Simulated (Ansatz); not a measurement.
**AlClH5InO3: density, localisation and related maps**

Input file:

```
crystal:
  periodic: [false, false, false]
  atoms:
    - { symbol: In, position_ang: [0.064135, 0.499516, -0.035914] }
    - { symbol: Cl, position_ang: [-0.30946, -1.412464, 3.030237] }
    - { symbol: O, position_ang: [1.752408, -0.20425, -0.816312] }
    - { symbol: H, position_ang: [1.610554, -0.741605, -1.604033] }
    - { symbol: O, position_ang: [-1.798382, 0.372769, -0.718134] }
    - { symbol: H, position_ang: [-1.887854, -0.248014, -1.45039] }
    - { symbol: O, position_ang: [0.307163, 1.583444, 1.614969] }
    - { symbol: Al, position_ang: [0.869576, 3.111526, 2.122058] }
    - { symbol: H, position_ang: [0.971141, 3.370325, 3.682775] }
    - { symbol: H, position_ang: [1.249997, 4.19548, 1.023456] }
    - { symbol: H, position_ang: [-0.102077, -0.093929, 2.980888] }
basis:
  gaussian: { orbitals: def2-SVP }
hamiltonian:
  xc: pbe0
  dispersion: d4
relax:
  f_tol: 0.03
  max_steps: 50
output:
  orbitals: {}
```

Run with:

```sh
ansatz run input.yaml --threads 4 --pin off --max-ram 5120MiB --backend cpu --events-out ev --progress --plain --runs-dir out
```

The fields are those of the run's last geometry, not of the input's.

Core potentials replace the inner electrons of In.

Method: Ansatz 0.2.0, RKS PBE0-D4/def2-SVP.

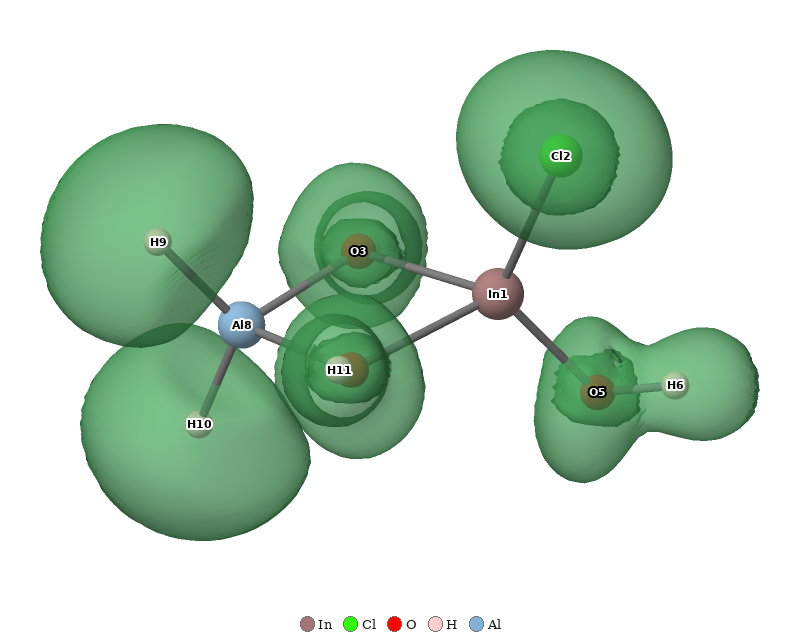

Figure 1. Isosurface of the ELF at 0.75 (green), seen from one side. Only the valence region is drawn (cores and ρ < 0.01 e/Å³ removed).

Question: Identify the bonds, lone pairs and shells in this picture.

Answer: The surface consists of two regions around hydrogen nuclei, one region wrapped around Cl (its valence shell) and three joined regions spread over several atoms (H, O), in which their bonds and any lone pairs are merged. Along the contacts the grid gives the following. Al–O (1.87 Å): the ELF peaks at about 0.90 in the valence shell of O, 0.7 Å from its nucleus, and is about 0.50 at the midpoint. In–O (1.99 Å): the ELF peaks at about 0.85 in the valence shell of O, 0.6 Å from its nucleus, and drops to about 0.10 between the two atoms.

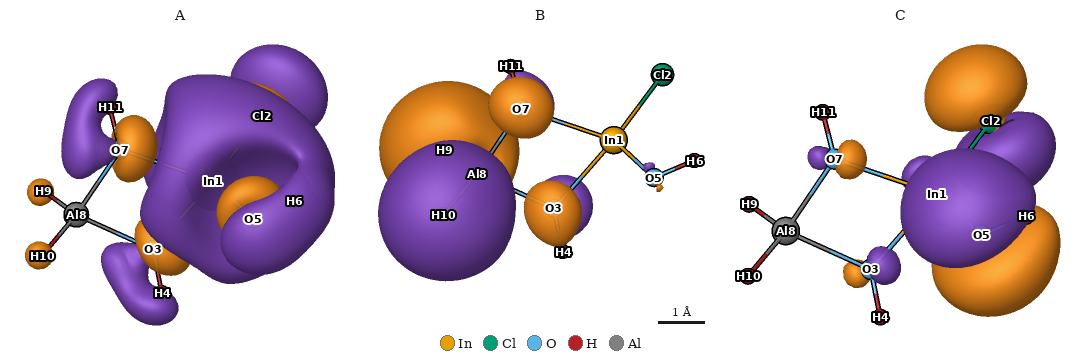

Figure 2. Three frontier orbitals at ±0.06 Å⁻³ᐟ² (orange and purple are the two phases), in no order.

Question: Which picture is the HOMO−1, the HOMO and the LUMO?

Answer: C is the HOMO−1 (−8.66 eV). By Hirshfeld shares it lies mainly on O5 (about 75 %), Cl2 (about 10 %) and In1 (about 5 %); largely a lone pair of O5. B is the HOMO (−7.75 eV). By Hirshfeld shares it lies mainly on Al8 (about 30 %), H10 (about 30 %) and H9 (about 30 %). A is the LUMO (−1.84 eV). By Hirshfeld shares it lies mainly on In1 (about 45 %), Cl2 (about 20 %), O5 (about 15 %) and O7 (about 5 %).

Question: What is the HOMO–LUMO gap?

Answer: 5.91 eV between the orbital energies.

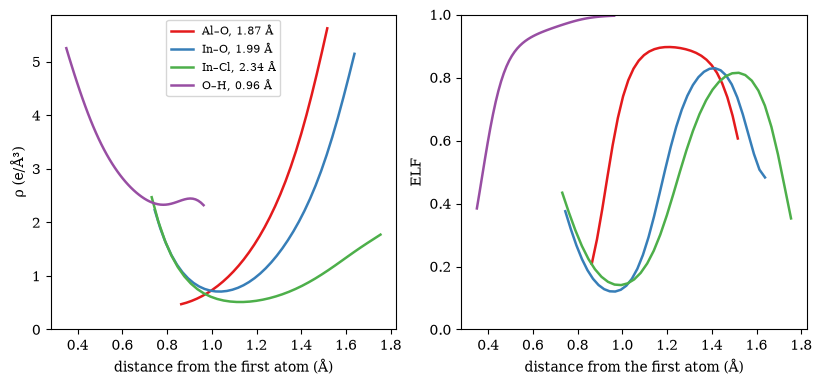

Figure 3. Electron density and ELF along straight lines between neighbouring atoms. The curves leave out the atomic cores.

Question: What can be read from the curves?

Answer: Al–O (1.87 Å): ρ at the midpoint is about 0.58 e/Å³; the ELF peaks at about 0.90 in the valence shell of O, 0.7 Å from its nucleus, and is about 0.50 at the midpoint.
In–O (1.99 Å): ρ at the midpoint is about 0.73 e/Å³; the ELF peaks at about 0.85 in the valence shell of O, 0.6 Å from its nucleus, and drops to about 0.10 between the two atoms.
In–Cl (2.34 Å): ρ is about 0.52 e/Å³ halfway; the ELF peaks at about 0.80 in the valence shell of Cl, 0.8 Å from its nucleus, and drops to about 0.15 between the two atoms.
O–H (0.96 Å): ρ is about 3.7 e/Å³ halfway; the ELF climbs to about 1 towards the hydrogen, as it does in any bond to H; an ordinary covalent bond to hydrogen.
